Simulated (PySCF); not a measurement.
```yaml
atoms:
  - { symbol: C, position_ang: [1.5795, -0.7915, -1.2058] }
  - { symbol: C, position_ang: [1.2372, 0.5220, -0.5127] }
  - { symbol: C, position_ang: [0.0708, 0.3774, 0.4766] }
  - { symbol: C, position_ang: [-0.2211, 1.6989, 1.1890] }
  - { symbol: F, position_ang: [0.4560, -0.5392, 1.4548] }
  - { symbol: C, position_ang: [-1.1722, -0.1372, -0.2068] }
  - { symbol: C, position_ang: [-1.7307, -1.4272, 0.2633] }
  - { symbol: S, position_ang: [-1.8540, 0.7208, -1.4050] }
  - { symbol: H, position_ang: [1.7973, -1.5624, -0.4701] }
  - { symbol: H, position_ang: [2.4552, -0.6612, -1.8361] }
  - { symbol: H, position_ang: [0.7538, -1.1257, -1.8304] }
  - { symbol: H, position_ang: [0.9590, 1.2759, -1.2493] }
  - { symbol: H, position_ang: [2.1055, 0.8792, 0.0439] }
  - { symbol: H, position_ang: [0.6791, 2.0522, 1.6855] }
  - { symbol: H, position_ang: [-0.9981, 1.5511, 1.9361] }
  - { symbol: H, position_ang: [-0.5555, 2.4392, 0.4690] }
  - { symbol: H, position_ang: [-0.9812, -2.2135, 0.1607] }
  - { symbol: H, position_ang: [-2.6241, -1.6889, -0.2968] }
  - { symbol: H, position_ang: [-1.9661, -1.3606, 1.3266] }
```

Geometry: GFN2-xTB, NEB image 0 of 0 to 8.

Level of theory: PySCF, PBE0/pcSseg-1, SCF density, gas phase, non-relativistic.

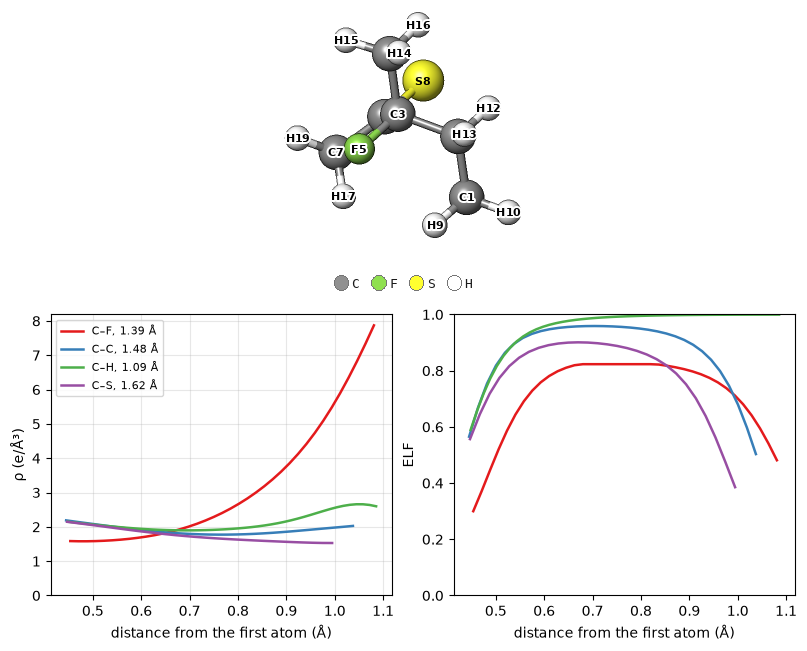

C6H11FS (SMILES CC[C@](C)(F)C(C)=S). Electron density and electron localisation function along straight lines between neighbouring atoms. The curves leave out the atomic cores. The structure is drawn too.

Q: What kind of bonding do the profiles show?

A: C–F (1.39 Å): ρ is about 2 e/Å³ halfway, with its minimum of 1.6 e/Å³ about 0.5 Å from C; the ELF peaks at about 0.80 between the atoms; a polar covalent bond.
C–C (1.48 Å): ρ is about 1.8 e/Å³ halfway; the ELF peaks at about 0.95 between the atoms: a shared electron pair.
C–H (1.09 Å): ρ at the midpoint is about 2 e/Å³; the ELF climbs to about 1 towards the hydrogen, as it does in any bond to H; a covalent bond by its length.
C–S (1.62 Å): the density is about 1.6 e/Å³ at the midpoint; the ELF peaks at about 0.90 between the atoms; localised, covalent bonding.
